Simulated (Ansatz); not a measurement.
# AgGeF3 (model cell, started as cubic perovskite with Ge in the octahedra): following an unstable mode

Wanted: the energy along a soft mode of AgGeF3 (model cell, started as cubic perovskite with Ge in the octahedra) and the structure at the end.

Program: Ansatz 0.2.0. Level of theory: DFT PBEsol, scalar-relativistic, plane waves, PAW; PAW set soft_1. Results are calculated unless marked as measured.

The structure was built from a prototype and need not be the compound's stable phase.

### 1. Starting point

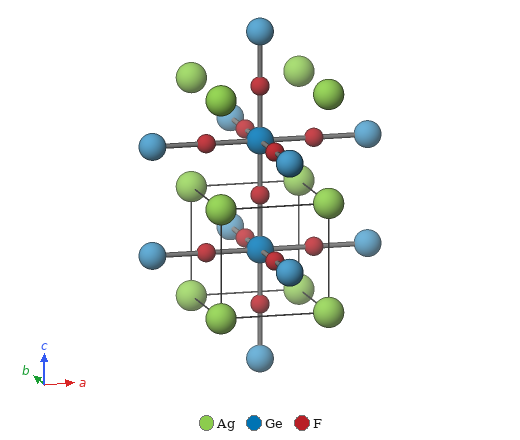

Start, viewed slightly off an axis; silver green, germanium blue, fluorine red. 1×1×2 cells are drawn. Some periodic images of atoms are drawn too.

### 2. Phonons on a q mesh

The cell comes from relaxations at this level that are not shown. Stability and thermal properties need the whole zone. Linear response on a 4×4×4 q mesh gives force constants as far as a supercell of that size would.

input.yaml

```yaml
crystal:
  lattice:
    - [4.2639971677, 0.0, 0.0]
    - [0.0, 4.2639971677, 0.0]
    - [0.0, 0.0, 4.2639971677]
  atoms:
    - { symbol: Ag, position: [0.0, 0.0, 0.0] }
    - { symbol: Ge, position: [0.5, 0.5, 0.5] }
    - { symbol: F, position: [0.5, 0.5, 0.0] }
    - { symbol: F, position: [0.5, 0.0, 0.5] }
    - { symbol: F, position: [0.0, 0.5, 0.5] }
kpoints:
  mp_grid: { grid: [8, 8, 8] }
hamiltonian:
  xc: pbesol
  pseudopotentials: { kind: paw, azcp: { folder: soft_1 }, xc_functional: pbe }
scf:
  occupations: { method: methfessel_paxton, width: 0.2 }
output:
  eigenvalues: true
phonons:
  method: dfpt
  qmesh: [4, 4, 4]
  temperatures: { t_max: 1000, t_step: 50 }
  qpath:
    path:
      - [[0.0, 0.0, 0.0], [0.0, 0.5, 0.0], [0.5, 0.5, 0.0], [0.0, 0.0, 0.0], [0.5, 0.5, 0.5], [0.0, 0.5, 0.0]]
      - [[0.5, 0.5, 0.5], [0.5, 0.5, 0.0]]
    npoints: 10
```

The run is started by

```
> ansatz run input.yaml --threads 4 --pin off --max-ram 16384MiB --backend cpu --events-out ev --progress --plain --runs-dir out
```

Numbers of over 12 decimals in the logs are rounded to 6 here.

What it wrote:

```text
Engine: ansatz 0.2.0, aarch64-unknown-linux-gnu
Pseudopotentials: kind: paw
Pseudopotential: Ag, paw, valence charge 19, recommended cutoff 420 eV (normal), soft_1/Ag.paw.azcp
Pseudopotential: Ge, paw, valence charge 14, recommended cutoff 420 eV (normal), soft_1/Ge.paw.azcp
Pseudopotential: F, paw, valence charge 7, recommended cutoff 420 eV (normal), soft_1/F.paw.azcp
Functional definition: PBEsol
  exchange = pbesol_x
  correlation = pbesol_c
Crystal: 5 atoms, lattice volume = 77.527 Å³
Basis set: ecut = 420 eV, 1503 PW (Γ), exchange–correlation on 60×60×60 points (8 copies of the dense FFT grid, shifted against one another)
Bands: 33, of which v1, the nominal top of the filled ones, is band 27 counted from 1 (26 counted from 0)
Symmetry: 48 space group operations
k-points: 35 of 512
Non-local potential: Ag, projectors of the file, l = 0: 3, l = 1: 2, l = 2: 2, l = 3: 1
Non-local potential: Ge, projectors of the file, l = 0: 2, l = 1: 2, l = 2: 3, l = 3: 1
Non-local potential: F, projectors of the file, l = 0: 2, l = 1: 2, l = 2: 1
PAW form: soft (Blöchl's): semilocal exchange-correlation on the pseudo side does not see the compensation charge
PAW frozen core: Ag, regenerated for the run's functional, and the local potential with it (the file was generated under x = pbe(κ = 0.804, μ = 0.219515), c = pbe(β = 0.066725))
PAW frozen core: Ge, regenerated for the run's functional, and the local potential with it (the file was generated under x = pbe(κ = 0.804, μ = 0.219515), c = pbe(β = 0.066725))
PAW frozen core: F, regenerated for the run's functional, and the local potential with it (the file was generated under x = pbe(κ = 0.804, μ = 0.219515), c = pbe(β = 0.066725))
PAW one-centre angular grid: Ag, 590 points (default); XC on 64 Gauss nodes
PAW one-centre angular grid: Ge, 590 points (default); XC on 64 Gauss nodes
PAW one-centre angular grid: F, 110 points (default); XC on 64 Gauss nodes
Initial density: superposition of atomic densities (chi_scale 0.1, normalization cell, long waves kept (reshape's long-wave potential 0.10 eV rms))
Initial wavefunctions: pseudopotential atomic-orbital guess
Functional: x = pbesol(κ = 0.804, μ = 0.123457), c = pbesol(β = 0.046)
SCF iter   1: F=—  HF=-14184.083028 eV  |F-HF|=—  |Δ(HF+E_count)|=         —  Δρ=2.14e-1  dr2=3.44e1  ethr=3.10e-3  ⟨swp⟩=5.1  Hψ=4193  notcnv=0
preconditioner: auto → LDOS  [metal: Δε(μ)=0.026 eV  Ē_g=17.234 eV  σ=0.200 eV  W_gap=0.11  n_scr=26 (ndim 8)  ℏωp=28.6 eV  f_vac=0.037  D(μ)=2.58/eV (n_scr^D=18)  β→1.0]
SCF iter   2: F=—  HF=-14177.868685 eV  |F-HF|=—  |Δ(HF+E_count)|=    6.21e0  S|Δr|=    0.00e0  Δρ=1.22e-1  dr2=6.55e0  ethr=3.10e-3  ⟨swp⟩=3.5  Hψ=2948  notcnv=0  defer=42
SCF iter   3: F=—  HF=-14175.877873 eV  |F-HF|=—  |Δ(HF+E_count)|=    1.99e0  S|Δr|=    0.00e0  Δρ=3.52e-2  dr2=8.56e-1  ethr=3.10e-3  ⟨swp⟩=2.7  Hψ=2604  notcnv=0  defer=38
SCF iter   4: F=—  HF=-14175.633581 eV  |F-HF|=—  |Δ(HF+E_count)|=   2.44e-1  S|Δr|=    0.00e0  Δρ=1.49e-2  dr2=1.10e-1  ethr=1.59e-3  ⟨swp⟩=2.2  Hψ=2523  notcnv=0  defer=40
SCF iter   5: F=—  HF=-14175.623871 eV  |F-HF|=—  |Δ(HF+E_count)|=   9.71e-3  S|Δr|=    0.00e0  Δρ=4.75e-3  dr2=1.30e-2  ethr=2.04e-4  ⟨swp⟩=2.1  Hψ=2320  notcnv=0  defer=40
SCF iter   6: F=—  HF=-14175.622963 eV  |F-HF|=—  |Δ(HF+E_count)|=   9.08e-4  S|Δr|=    0.00e0  Δρ=9.21e-4  dr2=5.74e-4  ethr=2.41e-5  ⟨swp⟩=2.0  Hψ=2030  notcnv=0  defer=40
SCF iter   7: F=—  HF=-14175.622875 eV  |F-HF|=—  |Δ(HF+E_count)|=   8.78e-5  S|Δr|=    0.00e0  Δρ=2.18e-4  dr2=2.85e-5  ethr=1.06e-6  ⟨swp⟩=2.1  Hψ=1855  notcnv=0  defer=40
SCF iter   8: F=—  HF=-14175.622834 eV  |F-HF|=—  |Δ(HF+E_count)|=   4.06e-5  S|Δr|=    0.00e0  Δρ=2.71e-5  dr2=6.86e-7  ethr=5.28e-8  ⟨swp⟩=2.0  Hψ=1874  notcnv=0  defer=40
SCF iter   9: F=—  HF=-14175.622847 eV  |F-HF|=—  |Δ(HF+E_count)|=   1.27e-5  S|Δr|=    0.00e0  Δρ=2.25e-6  dr2=2.26e-9  ethr=1.27e-9  ⟨swp⟩=2.3  Hψ=1834  notcnv=0  defer=40
SCF iter  10: F=—  HF=-14175.622847 eV  |F-HF|=—  |Δ(HF+E_count)|=   1.49e-9  S|Δr|=    0.00e0  Δρ=3.37e-7  dr2=6.96e-11  ethr=4.18e-12  ⟨swp⟩=2.0  Hψ=2054  notcnv=0  defer=40
SCF iter  11: F=-14175.622847 eV  HF=-14175.622847 eV  |F-HF|=3.64e-12  |Δ(HF+E_count)|=  3.64e-12  S|Δr|=    0.00e0  Δρ=3.41e-8  dr2=8.45e-13  ethr=1.00e-12  ⟨swp⟩=11.5  Hψ=5799  notcnv=0
SCF 1 converged in 11 iterations: F = -14175.622847 eV  dr2 = 8.45e-13
  greatest PAW one-centre occupation: 1.000 electrons in one spin orbital (limit 2), on the Ag atom at site 0 (counted from 0), in its partial waves of l = 0
Initial density: read from a saved state, or passed on in memory by an earlier SCF of this step, an earlier step, the calling program or the single point that the run made first
iter 1 solved again at ethr=9.70e-8 eV; its pass at ethr=3.10e-3 eV (dr2=5.24e-5 eV) is discarded
SCF iter   1: F=—  HF=-14175.622850 eV  |F-HF|=—  |Δ(HF+E_count)|=         —  Δρ=2.96e-7  dr2=1.98e-11  ethr=9.70e-8  ⟨swp⟩=3.0  Hψ=6949  notcnv=0
eigensolver tolerance schedule: the retry pair's looser diagonalisation over-reported the residual by 2639542.66 of it (diagonalisation noise at an unbounded share of the residual, at the tolerance the schedule requests for it); recorded, not acted on — ethr = c·dr2/N_el stays at c = 1.0e-1
preconditioner: auto → Kerker (q_TF=auto, 2.569 Å⁻¹)  [metal: Δε(μ)=0.091 eV  Ē_g=16.472 eV  σ=0.200 eV  W_gap=0.38  n_scr=26 (ndim 8)  ℏωp=28.6 eV  f_vac=0.059  D(μ)=0.42/eV (n_scr^D=0)]
SCF iter   2: F=—  HF=-14175.622847 eV  |F-HF|=—  |Δ(HF+E_count)|=   2.44e-6  S|Δr|=    0.00e0  Δρ=1.60e-7  dr2=8.04e-12  ethr=1.00e-12  ⟨swp⟩=3.9  Hψ=5322  notcnv=0
SCF iter   3: F=-14175.622847 eV  HF=-14175.622847 eV  |F-HF|=7.28e-12  |Δ(HF+E_count)|=  3.64e-12  S|Δr|=    0.00e0  Δρ=9.24e-8  dr2=2.16e-12  ethr=1.00e-12  ⟨swp⟩=1.0  Hψ=2450  notcnv=0
SCF 2 converged in 3 iterations: F = -14175.622847 eV  dr2 = 2.16e-12
phonons: the bands overlap, so this run is a metal and interpolates without the dipole-dipole term. If the crystal is really an insulator or semiconductor, its LO-TO splitting is missing
NSCF: frozen V_eff on 35 k-points
NSCF: frozen V_eff on 125 k-points
DFPT response loops at q = (0, 0, 0) (fractional): preconditioner auto → Kerker (q_TF=auto, 2.569 Å⁻¹) (partly filled bands, converged f_vac=0.059); β = 1.00, the filter's whole step (`scf.mixing.beta` (0.50) is not read by the response loops under this deck's `scf.mixing.preconditioner`; to damp them name `kerker` or `kerker_dos`, under which they read `scf.mixing.beta`, and type it under 1.00, their step now; both keys bind the ground state too); Broyden in place of MSR1
NSCF: frozen V_eff on 400 k-points
DFPT response loops at q = (0, 0, 0.25) (fractional): mixed as the last ones told, above
NSCF: frozen V_eff on 250 k-points
DFPT response loops at q = (0, 0, -0.5) (fractional): mixed as the last ones told, above
NSCF: frozen V_eff on 640 k-points
DFPT response loops at q = (0, 0.25, 0.25) (fractional): mixed as the last ones told, above
NSCF: frozen V_eff on 400 k-points
DFPT response loops at q = (0, 0.25, -0.5) (fractional): mixed as the last ones told, above
NSCF: frozen V_eff on 250 k-points
DFPT response loops at q = (0, -0.5, -0.5) (fractional): mixed as the last ones told, above
NSCF: frozen V_eff on 1024 k-points
DFPT response loops at q = (0.25, 0.25, 0.25) (fractional): mixed as the last ones told, above
NSCF: frozen V_eff on 640 k-points
DFPT response loops at q = (0.25, 0.25, -0.5) (fractional): mixed as the last ones told, above
NSCF: frozen V_eff on 400 k-points
DFPT response loops at q = (0.25, -0.5, -0.5) (fractional): mixed as the last ones told, above
NSCF: frozen V_eff on 250 k-points
DFPT response loops at q = (-0.5, -0.5, -0.5) (fractional): mixed as the last ones told, above
SCF converged after 11 iterations
Stability not checked: this state was not tested for a lower state beside it, because cold or Methfessel-Paxton smearing, or corrected tetrahedra, fill the levels in a way that the test cannot read (fill_not_monotonic; see scf.lower_state_search)
Free energy (F): -14175.622847 eV
Harris-Foulkes:  -14175.622847 eV  (|F-HF|=3.64e-12)
Internal energy: -14175.625374 eV  (E = F + TS)
E sigma→0 (E₀):  -14175.623479 eV
Entropy (-TS):   0.002527 eV (0.505 meV/atom)
Fermi energy:    7.438253 eV
--- Per-component energies (eV) ---
  E_band       = -652.131879
  E_kinetic    = 1148.905615
  E_local      = -6587.722434  (includes V_loc(G=0)·N_el)
  E_nonlocal   = 512.688931
  E_hartree    = 2913.098541
  E_xc         = -453.201625
  E_vxc        = -554.424781  (∫ρ·V_xc dr)
  E_paw        = -6448.323877  (= ΣΔE_a)
  E_vpaw       = -997.778604  (= ΣTr[D̂ρ^β])
  E_aug_tail   = 0.002313  (compensation charges beyond the density's cutoff)
  E_ewald      = -5262.440842
  E_core_change = 1.368006  (= ΣΔE_core)
  E_smearing   = 0.002527  (= −TS)
  E_closure    = 0.000000  (closes the sum)
  Σ components = -14175.622847   (vs F -14175.622847, Δ=0.00e0)
--- Band table (eV; the first three rows and the last of 35) ---
  k-point 0: bands = [... 23 lower, 3.4660, 3.6188, 3.6188, 3.6188, 6.8526, 13.6854, 13.6854, 13.6854, ... 2 higher]
  k-point 1: bands = [... 23 lower, 3.5492, 3.6204, 3.6830, 3.6830, 7.0311, 13.1912, 13.7015, 13.7015, ... 2 higher]
  k-point 2: bands = [... 23 lower, 3.7107, 3.8206, 3.8206, 3.9772, 7.4865, 12.2265, 13.7589, 13.7589, ... 2 higher]
  k-point 34: bands = [... 23 lower, 3.5355, 3.7252, 3.7252, 8.4998, 8.5914, 10.4562, 10.4562, 10.4562, ... 2 higher]
--- Phonons (Γ-DFPT): 4 representative perturbations + reference (Σ response iterations 13) ---
  ASR residual: 2.046e-5 → 0.000e0 eV/Å²; symmetrization residual: 7.723e-6 eV/Å²
  ASR residual per site (eV/Å²): 2.87e-6 1.89e-6 2.05e-5 2.05e-5 2.05e-5
  Γ frequencies (cm⁻¹): -189.93 -189.93 -189.93 -79.26 -79.26 -79.26 -76.32 -76.32 -76.32 0.00 0.00 0.00 122.23 122.23 122.23
--- Phonons (arbitrary-q DFPT): 10 irreducible q on the 4×4×4 mesh ---
  q = [0.0000, 0.0000, 0.0000] (star 1, of the zone-centre solve; hermiticity 7.49e-6, symmetrization 2.58e-11): -189.93 -189.93 -189.93 -79.26 -79.26 -79.26 -76.32 -76.32 -76.32 -0.00 -0.00 0.00 122.23 122.23 122.23
  q = [0.0000, 0.0000, 0.2500] (star 6, 9 solved perturbations in 1560 linear systems a pass and spin channel, the states on 200 of 512 k-point pairs; hermiticity 1.68e-6, symmetrization 7.96e-12): -187.43 -187.43 -108.01 -76.47 -76.47 -73.83 -73.83 -71.03 19.30 19.30 22.70 114.42 114.42 162.11 226.79
  q = [0.0000, 0.0000, -0.5000] (star 3, 9 solved perturbations in 975 linear systems a pass and spin channel, the states on 125 of 512 k-point pairs; hermiticity 5.46e-7, symmetrization 2.80e-12): -185.51 -185.51 -105.06 -75.12 -75.12 -70.61 -70.61 -62.59 24.72 43.14 43.14 102.43 102.43 227.36 325.50
  q = [0.0000, 0.2500, 0.2500] (star 12, 9 solved perturbations in 2460 linear systems a pass and spin channel, the states on 320 of 512 k-point pairs; hermiticity 1.39e-6, symmetrization 5.58e-13): -184.20 -114.81 -106.87 -88.36 -74.08 -69.28 -53.56 -25.33 7.11 74.38 107.12 149.66 167.58 224.67 235.16
  q = [0.0000, 0.2500, -0.5000] (star 12, 15 solved perturbations on 200 of 512 k-point pairs; hermiticity 5.62e-7, symmetrization 8.79e-14): -181.47 -122.21 -94.88 -84.88 -69.99 -66.26 -39.99 -31.88 21.90 96.47 103.08 159.57 228.06 229.08 326.30
  q = [0.0000, -0.5000, -0.5000] (star 3, 9 solved perturbations in 975 linear systems a pass and spin channel, the states on 125 of 512 k-point pairs; hermiticity 1.33e-6, symmetrization 1.20e-12): -177.88 -134.56 -89.33 -89.33 -57.88 -57.88 -41.27 10.33 10.33 88.29 134.28 224.33 224.33 322.55 343.04
  q = [0.2500, 0.2500, 0.2500] (star 8, 4 solved perturbations in 1376 linear systems a pass and spin channel, the states on 512 of 512 k-point pairs; hermiticity 3.96e-7, symmetrization 1.40e-12): -116.50 -116.50 -110.86 -60.93 -60.93 -54.35 -28.44 82.88 82.88 148.62 164.60 164.60 222.54 222.54 250.99
  q = [0.2500, 0.2500, -0.5000] (star 12, 9 solved perturbations in 2460 linear systems a pass and spin channel, the states on 320 of 512 k-point pairs; hermiticity 4.05e-7, symmetrization 2.49e-12): -124.28 -120.76 -115.72 -61.84 -61.28 -45.79 72.11 96.06 114.44 159.36 161.94 220.01 225.24 245.47 331.26
  q = [0.2500, -0.5000, -0.5000] (star 6, 9 solved perturbations in 1560 linear systems a pass and spin channel, the states on 200 of 512 k-point pairs; hermiticity 1.46e-6, symmetrization 4.38e-13): -135.82 -123.67 -123.67 -62.52 -62.52 -53.66 108.82 108.82 136.72 156.95 219.69 219.69 226.07 322.09 327.36
  q = [-0.5000, -0.5000, -0.5000] (star 1, 4 solved perturbations in 350 linear systems a pass and spin channel, the states on 125 of 512 k-point pairs; hermiticity 6.60e-7, symmetrization 3.02e-12): -137.10 -137.10 -137.10 -62.38 -62.38 -62.38 139.50 139.50 139.50 213.48 213.48 213.48 216.16 321.26 321.26
  sum rule: each row above includes the acoustic sum rule's correction from the zone centre's row sums; it moved no ω² by more than (0.54 cm⁻¹)²
  mesh force constants: q→R imaginary residual 1.26e-18; ASR residual 2.046e-5 → 0.000e0 eV/Å²; symmetrization residual 2.220e-15 eV/Å²
  interpolated dispersion: 62 rows × 15 modes
  density of states and harmonic sums: on the 16×16×16 q-mesh, interpolated from the force constants of a 4×4×4 supercell (no non-analytic term)
  largest difference from the sums on the solved wave vectors: F 1.12e-2 eV, S 1.61e-5 and C_V 1.77e-5 eV/K
  zero-point energy: 0.076095 eV/cell   skipped modes (ω ≤ 0): 1211, of them read as no rigid motion or as one in doubt: 1208 (7.239e0 modes/cell left out, lowest -189.93 cm⁻¹)   left out of the sums: 4.83e-1 of the cell's modes: C_V's classical limit lies that fraction below 3 k_B per atom; for a crystal, a wire or a layer, F and S can be off by more, and a phonons.interpolated_qmesh denser along its periods is the remedy for the sampling
```

Run time: 16 min. Hardware: 4 threads of Arm Neoverse V2, shared host; peak memory 2.8 GiB; 64 min of CPU time.

This step gave:

| Item | Value |
| --- | --- |
| volume per atom | 15.51 Å³ |
| gap on the k-mesh | 0 eV |
| sum-rule residual before enforcement | 2.05e-5 eV/Å² |
| lowest frequency on the path | -189.9 cm⁻¹ |
| point group | m-3m |
| highest frequency on the path or at a solved wavevector | 344.4 cm⁻¹ |
| highest optical mode at the zone centre (no LO-TO term) | 122.2 cm⁻¹ |
| lowest optical zone-centre mode | -189.9 cm⁻¹ |
| lowest mode on the q mesh (acoustic modes at Γ apart) | -189.9 cm⁻¹ |

Frequencies (cm⁻¹) solved at each irreducible wavevector; negative means imaginary. Frequencies by wavevector, by row:

```
q in reciprocal lattice units  star  mode 1  mode 2  mode 3  mode 4  mode 13  mode 14  mode 15
                        0 0 0     1  -189.9  -189.9  -189.9   -79.3    122.2    122.2    122.2
                     0 0 0.25     6  -187.4  -187.4    -108   -76.5    114.4    162.1    226.8
                     0 0 -0.5     3  -185.5  -185.5  -105.1   -75.1    102.4    227.4    325.5
                  0 0.25 0.25    12  -184.2  -114.8  -106.9   -88.4    167.6    224.7    235.2
                  0 0.25 -0.5    12  -181.5  -122.2   -94.9   -84.9    228.1    229.1    326.3
                  0 -0.5 -0.5     3  -177.9  -134.6   -89.3   -89.3    224.3    322.6      343
               0.25 0.25 0.25     8  -116.5  -116.5  -110.9   -60.9    222.5    222.5      251
               0.25 0.25 -0.5    12  -124.3  -120.8  -115.7   -61.8    225.2    245.5    331.3
               0.25 -0.5 -0.5     6  -135.8  -123.7  -123.7   -62.5    226.1    322.1    327.4
               -0.5 -0.5 -0.5     1  -137.1  -137.1  -137.1   -62.4    216.2    321.3    321.3
```

Interpolated from a 4×4×4 q mesh. Phonon branches along the path, in cm⁻¹:

```
    point  branch 1  branch 2  branch 3  branch 4  branch 12  branch 13  branch 14  branch 15
        Γ      -190      -190      -190       -79          0        122        122        122
        X      -186      -186      -105       -75        102        102        227        326
        M      -178      -135       -89       -89        224        224        322        343
        Γ      -190      -190      -190       -79          0        122        122        122
        R      -137      -137      -137       -62        214        216        321        321
        X      -186      -186      -105       -75        102        102        227        326
jump to R      -137      -137      -137       -62        214        216        321        321
        M      -178      -135       -89       -89        224        224        322        343
```

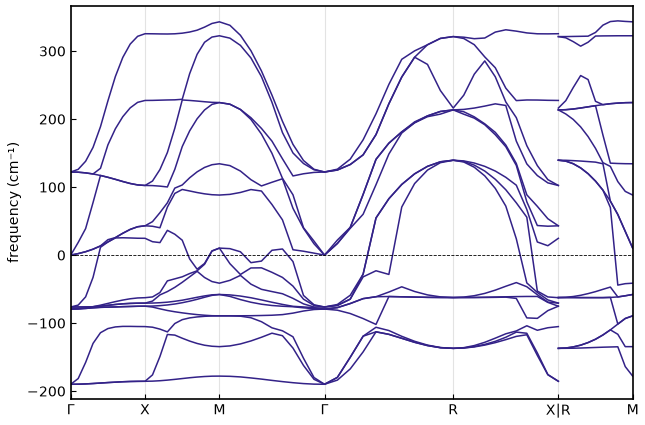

Phonon branches along the path.

Symmetry leaves 10 wavevectors to solve. The lowest mode among them, the acoustic zeros apart, lies at Γ and is imaginary, 189.9i cm⁻¹, so the energy falls along it.

### 3. The mode frozen in, largest atomic shift 0 Å

The mode followed lies at Γ with frequency 189.9i cm⁻¹ and is 3-fold degenerate, the softest among the wavevectors solved. At small amplitude the distorted cell has space group no. 160 by a symmetry search on the positions. The undistorted cell that holds it gives the zero of energy on the same k mesh.

input.yaml, the sections that differ from step 2:

```yaml
output:
  forces: true
  stress: true
  eigenvalues: true
# crystal, kpoints, hamiltonian, scf: as in step 2
# phonons: removed
```

What it wrote:

```text
[...]
Crystal: 5 atoms, lattice volume = 77.527 Å³
Basis set: ecut = 420 eV, 1503 PW (Γ), exchange–correlation on 60×60×60 points (8 copies of the dense FFT grid, shifted against one another)
Bands: 33, of which v1, the nominal top of the filled ones, is band 27 counted from 1 (26 counted from 0)
Symmetry: 48 space group operations
[...]
k-points: 35 of 512
[...]
k-point 0: bands = [... 23 lower, 3.4661, 3.6189, 3.6189, 3.6189, 6.8526, 13.6854, 13.6854, 13.6854, ... 2 higher]
  k-point 1: bands = [... 23 lower, 3.5493, 3.6204, 3.6830, 3.6830, 7.0311, 13.1912, 13.7015, 13.7015, ... 2 higher]
  k-point 2: bands = [... 23 lower, 3.7107, 3.8206, 3.8206, 3.9772, 7.4865, 12.2265, 13.7589, 13.7589, ... 2 higher]
  k-point 34: bands = [... 23 lower, 3.5355, 3.7252, 3.7252, 8.4998, 8.5914, 10.4562, 10.4562, 10.4562, ... 2 higher]
[key lines of the parts left out:]
SCF converged after 9 iterations
Free energy (F): -14175.622847 eV
Fermi energy:    7.438265 eV
P = ⅓ Tr σ = 0.0089 GPa (0.089 kbar)
```

Run time: 1.5 s. Hardware: 4 threads; peak memory 0.38 GiB.

Numbers from this step:

```yaml
pressure: 0.008908 GPa
energy_from_the_undistorted_cell: 0 meV/atom
```

The run ends at a pressure of 0.01 GPa.

[end of part 1 of 3]

[Logs are printed without paths, hosts, clocks, repeated set-up lines and the standing remarks that a program may print on its own settings, such as how far it seeks lower states.]

[Hosts, paths, dates, database ids (printed as entryN), source tags and the programs' standing remarks are cut or masked in the printed files.]
